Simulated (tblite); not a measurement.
**Geometry relaxation of C$_{2}$H$_{6}$N$_{2}$Si$_{2}$ (part 2 of 2)**

Continued. System: C$_{2}$H$_{6}$N$_{2}$Si$_{2}$, SMILES C#C[SiH]1N[SiH2]N1. Method: GFN2-xTB geometry optimisation, gas phase (tblite 0.8.0). 

Geometry of the input (Å):
```
N  0.1817  -0.2837  0.5195
Si 0.2212  0.1758  2.3383
N  -0.3862  1.8685  1.8522
Si -0.4244  1.3863  0.0895
C  0.7853  2.3102  -0.8913
C  1.7920  3.0329  -1.6543
H  -0.4796  -1.0324  0.3246
H  1.5330  0.2359  2.8065
H  -0.7088  -0.5012  3.0756
H  -1.2664  2.1211  2.2702
H  -1.7530  1.3833  -0.4293
H  2.5551  3.6380  -2.0885
```

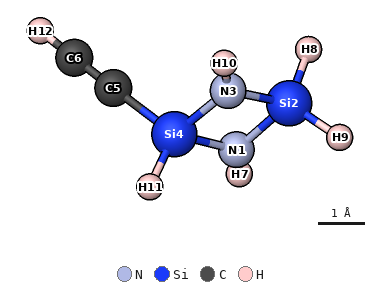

*The geometry at step 52 of the log (ball-and-stick view, seen at a tilt; atoms are numbered from 1 in the order of the input).*

## Trajectory as extended XYZ, continued
```
12
Properties=species:S:1:pos:R:3:forces:R:3 step=34 energy=-452.33728
N    -0.0453   -0.2075    0.6049    0.0250  -0.0310  -0.0480
Si    0.0836    0.1665    2.2985    0.0060   0.0100   0.0000
N    -0.5439    1.7071    1.7901    0.0000   0.0620   0.0020
Si   -0.5256    1.3813    0.0799   -0.0150   0.0100  -0.0240
C     0.7748    2.3095   -0.8584    0.0040   0.0100  -0.0110
C     1.6179    2.9181   -1.4617   -0.0140  -0.0080   0.0130
H     0.2169   -1.0206    0.0796    0.0090   0.0190   0.0340
H     1.4535    0.2125    2.7965    0.0650  -0.0040   0.0300
H    -0.8149   -0.5916    3.1575   -0.0680  -0.0270   0.0070
H    -0.7015    2.5609    2.2918    0.0210  -0.0330   0.0060
H    -1.8245    1.4477   -0.5788   -0.0200   0.0040  -0.0110
H     2.3591    3.4509   -1.9871   -0.0120  -0.0110   0.0030
12
Properties=species:S:1:pos:R:3:forces:R:3 step=36 energy=-452.33824
N    -0.0380   -0.2051    0.6003   -0.0030   0.0320   0.0170
Si    0.0797    0.1668    2.2959    0.0180  -0.0020   0.0160
N    -0.5393    1.7113    1.7878    0.0110  -0.0220  -0.0250
Si   -0.5297    1.3820    0.0781    0.0020  -0.0030  -0.0130
C     0.7658    2.3104   -0.8656   -0.0100  -0.0010   0.0020
C     1.6156    2.9163   -1.4616   -0.0040   0.0040   0.0010
H     0.2351   -1.0147    0.0774    0.0090  -0.0180   0.0020
H     1.4453    0.2052    2.8075    0.0590   0.0000   0.0200
H    -0.8240   -0.5914    3.1525   -0.0580  -0.0090  -0.0210
H    -0.6851    2.5654    2.2900    0.0000   0.0160   0.0280
H    -1.8357    1.4408   -0.5668   -0.0190   0.0080  -0.0220
H     2.3604    3.4478   -1.9826   -0.0040  -0.0050  -0.0060
12
Properties=species:S:1:pos:R:3:forces:R:3 step=38 energy=-452.33883
N    -0.0336   -0.2031    0.5981   -0.0020   0.0290   0.0490
Si    0.0798    0.1675    2.2952    0.0210  -0.0050   0.0240
N    -0.5359    1.7140    1.7859    0.0210  -0.0510  -0.0030
Si   -0.5321    1.3823    0.0759   -0.0070  -0.0130   0.0110
C     0.7621    2.3111   -0.8675   -0.0160  -0.0040  -0.0010
C     1.6142    2.9149   -1.4620    0.0020   0.0130  -0.0030
H     0.2421   -1.0144    0.0787   -0.0020  -0.0020  -0.0040
H     1.4463    0.2022    2.8133    0.0030  -0.0020   0.0000
H    -0.8320   -0.5913    3.1476   -0.0180   0.0190  -0.0480
H    -0.6792    2.5665    2.2923   -0.0050   0.0090   0.0050
H    -1.8416    1.4388   -0.5639   -0.0010   0.0070  -0.0160
H     2.3600    3.4464   -1.9808    0.0050   0.0000  -0.0130
12
Properties=species:S:1:pos:R:3:forces:R:3 step=40 energy=-452.33948
N    -0.0251   -0.1994    0.5988    0.0050  -0.0160   0.0220
Si    0.0838    0.1684    2.2968    0.0130  -0.0010   0.0130
N    -0.5270    1.7156    1.7846    0.0080  -0.0140   0.0300
Si   -0.5336    1.3818    0.0747   -0.0120  -0.0070   0.0250
C     0.7598    2.3118   -0.8686   -0.0090   0.0040  -0.0160
C     1.6132    2.9144   -1.4625   -0.0080   0.0080   0.0010
H     0.2394   -1.0165    0.0813   -0.0080   0.0240   0.0040
H     1.4504    0.2002    2.8184   -0.0300  -0.0070  -0.0040
H    -0.8414   -0.5891    3.1375    0.0080   0.0240  -0.0410
H    -0.6827    2.5644    2.2950    0.0000  -0.0140  -0.0230
H    -1.8464    1.4376   -0.5623    0.0290   0.0020  -0.0010
H     2.3596    3.4456   -1.9810    0.0020  -0.0020  -0.0100
12
Properties=species:S:1:pos:R:3:forces:R:3 step=42 energy=-452.33987
N    -0.0177   -0.1967    0.6005   -0.0010  -0.0230  -0.0120
Si    0.0864    0.1683    2.2986    0.0030   0.0010  -0.0060
N    -0.5193    1.7158    1.7848   -0.0090   0.0160   0.0190
Si   -0.5348    1.3810    0.0755    0.0110   0.0050   0.0150
C     0.7558    2.3122   -0.8720   -0.0060   0.0060  -0.0110
C     1.6119    2.9152   -1.4621   -0.0140  -0.0010  -0.0030
H     0.2392   -1.0147    0.0815    0.0000   0.0040   0.0020
H     1.4497    0.1972    2.8235   -0.0050  -0.0090   0.0110
H    -0.8483   -0.5864    3.1284   -0.0030   0.0040  -0.0120
H    -0.6832    2.5635    2.2936   -0.0010   0.0010  -0.0050
H    -1.8496    1.4353   -0.5582    0.0330   0.0000   0.0030
H     2.3599    3.4441   -1.9813   -0.0080  -0.0050  -0.0010
12
Properties=species:S:1:pos:R:3:forces:R:3 step=44 energy=-452.34004
N    -0.0157   -0.1966    0.6008   -0.0070   0.0000  -0.0080
Si    0.0867    0.1681    2.2987   -0.0020   0.0000  -0.0080
N    -0.5176    1.7161    1.7859   -0.0070   0.0070  -0.0030
Si   -0.5347    1.3810    0.0770    0.0220   0.0050   0.0030
C     0.7524    2.3125   -0.8751   -0.0070   0.0010   0.0030
C     1.6104    2.9157   -1.4621   -0.0070  -0.0010  -0.0090
H     0.2425   -1.0127    0.0804    0.0050  -0.0150  -0.0050
H     1.4475    0.1947    2.8272    0.0130  -0.0070   0.0150
H    -0.8515   -0.5853    3.1243   -0.0130  -0.0060   0.0000
H    -0.6804    2.5648    2.2922   -0.0040   0.0180   0.0160
H    -1.8493    1.4337   -0.5552    0.0160   0.0010  -0.0020
H     2.3597    3.4428   -1.9811   -0.0100  -0.0020  -0.0030
12
Properties=species:S:1:pos:R:3:forces:R:3 step=46 energy=-452.34021
N    -0.0148   -0.1971    0.6006   -0.0010   0.0100   0.0030
Si    0.0876    0.1681    2.2984   -0.0080  -0.0020   0.0030
N    -0.5170    1.7170    1.7874    0.0040  -0.0040  -0.0080
Si   -0.5334    1.3813    0.0788    0.0110   0.0000  -0.0030
C     0.7491    2.3134   -0.8772    0.0020   0.0000   0.0100
C     1.6081    2.9157   -1.4634    0.0020   0.0020  -0.0110
H     0.2457   -1.0127    0.0803    0.0030  -0.0060  -0.0030
H     1.4473    0.1919    2.8315    0.0020  -0.0050   0.0080
H    -0.8559   -0.5842    3.1190   -0.0070  -0.0070   0.0050
H    -0.6784    2.5666    2.2931   -0.0010   0.0070   0.0120
H    -1.8468    1.4331   -0.5541   -0.0010   0.0000  -0.0060
H     2.3586    3.4417   -1.9815   -0.0060   0.0050  -0.0110
12
Properties=species:S:1:pos:R:3:forces:R:3 step=48 energy=-452.34025
N    -0.0150   -0.1973    0.6007    0.0050   0.0000   0.0040
Si    0.0879    0.1682    2.2986   -0.0060  -0.0010   0.0060
N    -0.5170    1.7174    1.7876    0.0060  -0.0010   0.0020
Si   -0.5326    1.3814    0.0789   -0.0020   0.0000  -0.0010
C     0.7496    2.3139   -0.8764    0.0100   0.0030   0.0040
C     1.6077    2.9156   -1.4645    0.0000   0.0030  -0.0070
H     0.2451   -1.0138    0.0810   -0.0010   0.0080   0.0010
H     1.4482    0.1916    2.8320   -0.0120  -0.0050   0.0030
H    -0.8568   -0.5843    3.1182   -0.0010  -0.0040   0.0040
H    -0.6792    2.5665    2.2947    0.0020  -0.0070  -0.0010
H    -1.8456    1.4337   -0.5555    0.0020  -0.0010  -0.0020
H     2.3578    3.4421   -1.9824   -0.0040   0.0050  -0.0130
12
Properties=species:S:1:pos:R:3:forces:R:3 step=50 energy=-452.34039
N    -0.0141   -0.1969    0.6015    0.0110  -0.0170  -0.0020
Si    0.0870    0.1680    2.2999    0.0000  -0.0020   0.0050
N    -0.5154    1.7180    1.7882    0.0070   0.0040   0.0170
Si   -0.5303    1.3816    0.0792   -0.0180   0.0050   0.0070
C     0.7517    2.3154   -0.8744    0.0190   0.0080  -0.0100
C     1.6067    2.9160   -1.4683   -0.0030   0.0030   0.0040
H     0.2442   -1.0147    0.0821   -0.0040   0.0230   0.0100
H     1.4478    0.1893    2.8349   -0.0290  -0.0050  -0.0020
H    -0.8597   -0.5855    3.1169    0.0040   0.0000   0.0030
H    -0.6803    2.5657    2.2978    0.0050  -0.0220  -0.0210
H    -1.8427    1.4341   -0.5579    0.0110  -0.0020   0.0050
H     2.3552    3.4438   -1.9871   -0.0040   0.0030  -0.0160
12
Properties=species:S:1:pos:R:3:forces:R:3 step=52 energy=-452.34087
N    -0.0070   -0.1946    0.6052    0.0140  -0.0280  -0.0130
Si    0.0815    0.1657    2.3057    0.0120  -0.0130  -0.0060
N    -0.5062    1.7204    1.7914    0.0040   0.0020   0.0340
Si   -0.5215    1.3832    0.0819   -0.0320   0.0210   0.0180
C     0.7564    2.3217   -0.8718    0.0310   0.0110  -0.0330
C     1.6013    2.9193   -1.4831   -0.0060   0.0030   0.0270
H     0.2476   -1.0120    0.0832   -0.0020   0.0220   0.0250
H     1.4385    0.1755    2.8521   -0.0400   0.0000  -0.0070
H    -0.8747   -0.5901    3.1103    0.0060   0.0090   0.0020
H    -0.6783    2.5647    2.3050    0.0040  -0.0290  -0.0390
H    -1.8324    1.4321   -0.5602    0.0160   0.0010   0.0140
H     2.3450    3.4489   -2.0069   -0.0060   0.0000  -0.0200
12
Properties=species:S:1:pos:R:3:forces:R:3 step=54 energy=-452.34140
N     0.0043   -0.1908    0.6088    0.0020   0.0020  -0.0140
Si    0.0743    0.1612    2.3117    0.0060  -0.0250  -0.0180
N    -0.4931    1.7227    1.7961   -0.0020  -0.0140   0.0100
Si   -0.5119    1.3865    0.0868   -0.0050   0.0230   0.0120
C     0.7588    2.3287   -0.8736    0.0040  -0.0120  -0.0140
C     1.5945    2.9246   -1.4985    0.0160   0.0160   0.0210
H     0.2561   -1.0054    0.0828    0.0100  -0.0210   0.0190
H     1.4219    0.1567    2.8759   -0.0080   0.0070   0.0010
H    -0.8943   -0.5945    3.1010   -0.0070   0.0100   0.0040
H    -0.6721    2.5650    2.3087   -0.0060   0.0020  -0.0080
H    -1.8218    1.4268   -0.5565   -0.0040   0.0090   0.0090
H     2.3333    3.4533   -2.0302   -0.0080   0.0020  -0.0220
12
Properties=species:S:1:pos:R:3:forces:R:3 step=56 energy=-452.34170
N     0.0122   -0.1882    0.6092   -0.0040   0.0170  -0.0050
Si    0.0718    0.1574    2.3129   -0.0080  -0.0150  -0.0100
N    -0.4849    1.7235    1.7988   -0.0070  -0.0140  -0.0140
Si   -0.5075    1.3898    0.0900    0.0180   0.0030  -0.0030
C     0.7595    2.3314   -0.8768   -0.0060  -0.0160   0.0010
C     1.5925    2.9283   -1.5042    0.0160   0.0130   0.0110
H     0.2597   -1.0039    0.0839    0.0140  -0.0360   0.0020
H     1.4129    0.1476    2.8886    0.0180   0.0070   0.0070
H    -0.9049   -0.5950    3.0950   -0.0130   0.0060   0.0050
H    -0.6709    2.5647    2.3095   -0.0070   0.0160   0.0200
H    -1.8179    1.4238   -0.5514   -0.0140   0.0150   0.0040
H     2.3275    3.4554   -2.0425   -0.0060   0.0050  -0.0180
12
Properties=species:S:1:pos:R:3:forces:R:3 step=58 energy=-452.34199
N     0.0182   -0.1862    0.6093    0.0040  -0.0040   0.0040
Si    0.0695    0.1528    2.3138   -0.0100   0.0100   0.0060
N    -0.4787    1.7236    1.8016   -0.0100  -0.0030  -0.0130
Si   -0.5018    1.3936    0.0926    0.0160  -0.0200  -0.0120
C     0.7638    2.3336   -0.8775    0.0050  -0.0030  -0.0050
C     1.5917    2.9326   -1.5101    0.0000   0.0020   0.0070
H     0.2606   -1.0065    0.0881    0.0070  -0.0110  -0.0100
H     1.4070    0.1405    2.8993    0.0080   0.0040   0.0000
H    -0.9149   -0.5955    3.0909   -0.0080   0.0050   0.0010
H    -0.6731    2.5626    2.3135    0.0000  -0.0010   0.0170
H    -1.8122    1.4243   -0.5505   -0.0050   0.0190   0.0100
H     2.3201    3.4593   -2.0582   -0.0070   0.0020  -0.0050
12
Properties=species:S:1:pos:R:3:forces:R:3 step=60 energy=-452.34212
N     0.0167   -0.1872    0.6098    0.0110  -0.0180   0.0040
Si    0.0682    0.1520    2.3145    0.0000   0.0140   0.0080
N    -0.4809    1.7225    1.8021   -0.0070   0.0020   0.0000
Si   -0.4994    1.3936    0.0924    0.0000  -0.0170  -0.0050
C     0.7672    2.3336   -0.8762    0.0040  -0.0030  -0.0050
C     1.5922    2.9342   -1.5111   -0.0030   0.0010   0.0000
H     0.2611   -1.0084    0.0900    0.0010   0.0090  -0.0060
H     1.4072    0.1405    2.8996   -0.0120   0.0020  -0.0070
H    -0.9163   -0.5960    3.0923   -0.0010   0.0070  -0.0030
H    -0.6735    2.5611    2.3165    0.0030  -0.0150  -0.0040
H    -1.8093    1.4279   -0.5533    0.0070   0.0160   0.0160
H     2.3169    3.4611   -2.0638   -0.0030   0.0030   0.0000
12
Properties=species:S:1:pos:R:3:forces:R:3 step=62 energy=-452.34228
N     0.0187   -0.1885    0.6109    0.0110  -0.0140   0.0000
Si    0.0657    0.1515    2.3163    0.0050   0.0000   0.0010
N    -0.4815    1.7216    1.8024   -0.0010   0.0020   0.0100
Si   -0.4953    1.3922    0.0923   -0.0070  -0.0010   0.0050
C     0.7697    2.3338   -0.8772    0.0020  -0.0090   0.0030
C     1.5917    2.9369   -1.5133   -0.0030  -0.0030  -0.0110
H     0.2645   -1.0090    0.0903   -0.0010   0.0120   0.0040
H     1.4037    0.1377    2.9037   -0.0140   0.0020  -0.0070
H    -0.9216   -0.5957    3.0914    0.0000   0.0070  -0.0030
H    -0.6719    2.5593    2.3192    0.0010  -0.0140  -0.0200
H    -1.8062    1.4317   -0.5513    0.0070   0.0110   0.0120
H     2.3125    3.4633   -2.0717    0.0000   0.0070   0.0060
12
Properties=species:S:1:pos:R:3:forces:R:3 step=64 energy=-452.34238
N     0.0259   -0.1879    0.6114    0.0030   0.0020  -0.0010
Si    0.0638    0.1506    2.3174    0.0000  -0.0100  -0.0020
N    -0.4769    1.7220    1.8029    0.0000  -0.0040   0.0030
Si   -0.4915    1.3917    0.0932    0.0010   0.0050   0.0050
C     0.7700    2.3342   -0.8800    0.0030  -0.0090   0.0070
C     1.5902    2.9390   -1.5169   -0.0040  -0.0060  -0.0170
H     0.2675   -1.0088    0.0901    0.0030   0.0010   0.0050
H     1.3977    0.1326    2.9113    0.0040   0.0020   0.0000
H    -0.9294   -0.5942    3.0865   -0.0050   0.0010   0.0010
H    -0.6713    2.5580    2.3201   -0.0020   0.0020  -0.0120
H    -1.8045    1.4326   -0.5446   -0.0020   0.0080   0.0020
H     2.3086    3.4652   -2.0785   -0.0010   0.0070   0.0110
12
Properties=species:S:1:pos:R:3:forces:R:3 step=66 energy=-452.34244
N     0.0328   -0.1866    0.6116   -0.0030   0.0100   0.0000
Si    0.0630    0.1491    2.3179   -0.0040  -0.0050  -0.0020
N    -0.4719    1.7223    1.8036   -0.0010  -0.0060  -0.0040
Si   -0.4889    1.3921    0.0945    0.0070   0.0000  -0.0010
C     0.7706    2.3341   -0.8816   -0.0200  -0.0240   0.0220
C     1.5880    2.9394   -1.5210    0.0280   0.0190  -0.0350
H     0.2691   -1.0090    0.0905    0.0050  -0.0060  -0.0010
H     1.3935    0.1285    2.9174    0.0150   0.0000   0.0040
H    -0.9361   -0.5928    3.0818   -0.0080  -0.0050   0.0050
H    -0.6720    2.5573    2.3198   -0.0020   0.0110   0.0010
H    -1.8037    1.4333   -0.5392   -0.0060   0.0070  -0.0030
H     2.3057    3.4673   -2.0825   -0.0100   0.0000   0.0130
12
Properties=species:S:1:pos:R:3:forces:R:3 step=68 energy=-452.34252
N     0.0335   -0.1871    0.6121   -0.0040   0.0060   0.0000
Si    0.0619    0.1477    2.3187    0.0010   0.0010   0.0030
N    -0.4726    1.7212    1.8043   -0.0010  -0.0030  -0.0050
Si   -0.4872    1.3920    0.0950   -0.0010  -0.0030   0.0000
C     0.7729    2.3329   -0.8806    0.0180   0.0070  -0.0140
C     1.5869    2.9393   -1.5242   -0.0160  -0.0130   0.0110
H     0.2710   -1.0093    0.0913    0.0030  -0.0050  -0.0020
H     1.3928    0.1278    2.9185    0.0060  -0.0020   0.0020
H    -0.9388   -0.5929    3.0821   -0.0030  -0.0040   0.0030
H    -0.6716    2.5570    2.3196   -0.0020   0.0080   0.0040
H    -1.8019    1.4368   -0.5393   -0.0020   0.0030  -0.0010
H     2.3032    3.4694   -2.0846    0.0020   0.0060   0.0000
12
Properties=species:S:1:pos:R:3:forces:R:3 step=69 energy=-452.34255
N     0.0314   -0.1881    0.6123   -0.0010   0.0000   0.0000
Si    0.0615    0.1474    2.3190    0.0020   0.0030   0.0020
N    -0.4755    1.7201    1.8044    0.0000   0.0010  -0.0010
Si   -0.4872    1.3915    0.0948   -0.0030   0.0000   0.0000
C     0.7744    2.3318   -0.8797    0.0030  -0.0030  -0.0040
C     1.5868    2.9389   -1.5245   -0.0020  -0.0020   0.0030
H     0.2721   -1.0095    0.0915    0.0000   0.0000   0.0010
H     1.3939    0.1291    2.9166   -0.0010  -0.0030   0.0010
H    -0.9380   -0.5932    3.0842    0.0010  -0.0020   0.0000
H    -0.6708    2.5571    2.3193   -0.0010   0.0020   0.0000
H    -1.8014    1.4394   -0.5407    0.0010   0.0010   0.0000
H     2.3027    3.4702   -2.0842    0.0010   0.0040  -0.0010
```

## Results in brief

| quantity | value |
| --- | --- |
| outcome | converged |
| total energy | −452.3425 eV |
| wall time | 2.9 s |
| peak memory | 0.18 GiB |
